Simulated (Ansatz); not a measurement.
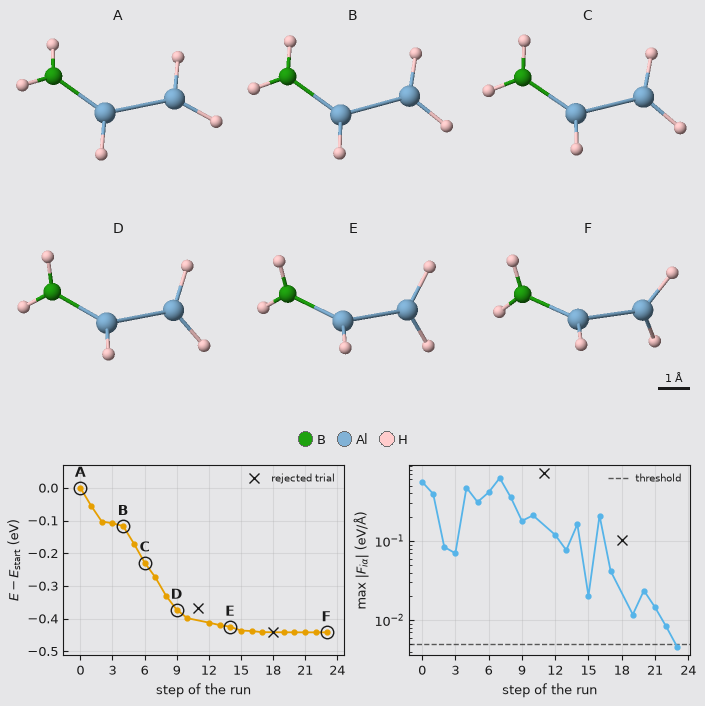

Frames of a relaxation of Al2BH5, marked on the history of the run. A ball-and-stick model, seen at a tilt.

Theory: RKS PBE0-D4/def2-TZVP in Ansatz. (force threshold 0.005 eV/Å; at most 200 steps)

**What happens along the run?**

The energy falls by 0.442 eV in 21 accepted moves (23 points after the start). The largest force component goes from 0.56 to 0.0046 eV/Å. The line search rejected the trial steps at points 11, 18 of the run. The atom that moves furthest after the best rigid fit is an H atom (1.59 Å). Largest moves by element: H 1.59 Å, Al 0.40 Å, B 0.24 Å. Among the contacts that change: Al–Al 2.566 → 2.595 Å, B–H 1.181 → 1.201 Å, Al–H 1.581 → 1.596 Å. Bond angles that change, for instance: Al–Al–H 136.0° → 121.9°, Al–Al–H 114.7° → 121.8°, H–Al–H 109.3° → 116.3°. Groups turn about Al–B by about 90°, Al–Al by about 90°. The run took 42 s on 2 threads of Intel Xeon Platinum 8488C, with other jobs on the host. From step 0 to 4: an H atom moves most (0.28 Å), energy −0.117 eV. From step 4 to 6: an H atom moves most (0.40 Å), energy −0.111 eV. From step 6 to 9: an H atom moves most (0.49 Å), energy −0.145 eV. From step 9 to 14: an H atom moves most (0.54 Å), energy −0.052 eV. From step 14 to 23: an H atom moves most (0.44 Å), energy −0.017 eV.

| step | E − E(0), eV | largest force component, eV/Å | note |
| --- | --- | --- | --- |
| 0 | 0.0000 | 0.5613 |  |
| 1 | -0.0547 | 0.3943 |  |
| 2 | -0.1031 | 0.0841 |  |
| 3 | -0.1082 | 0.0701 |  |
| 4 | -0.1170 | 0.4738 |  |
| 5 | -0.1706 | 0.3115 |  |
| 6 | -0.2285 | 0.4129 |  |
| 7 | -0.2736 | 0.6262 |  |
| 8 | -0.3298 | 0.3561 |  |
| 9 | -0.3733 | 0.1800 |  |
| 10 | -0.3988 | 0.2112 |  |
| 11 | -0.3683 | 0.7159 | rejected |
| 12 | -0.4123 | 0.1198 |  |
| 13 | -0.4199 | 0.0767 |  |
| 14 | -0.4251 | 0.1629 |  |
| 15 | -0.4366 | 0.0202 |  |
| 16 | -0.4382 | 0.2103 |  |
| 17 | -0.4416 | 0.0419 |  |
| 18 | -0.4406 | 0.1040 | rejected |
| 19 | -0.4419 | 0.0118 |  |
| 20 | -0.4421 | 0.0237 |  |
| 21 | -0.4421 | 0.0146 |  |
| 22 | -0.4422 | 0.0084 |  |
| 23 | -0.4422 | 0.0046 |  |
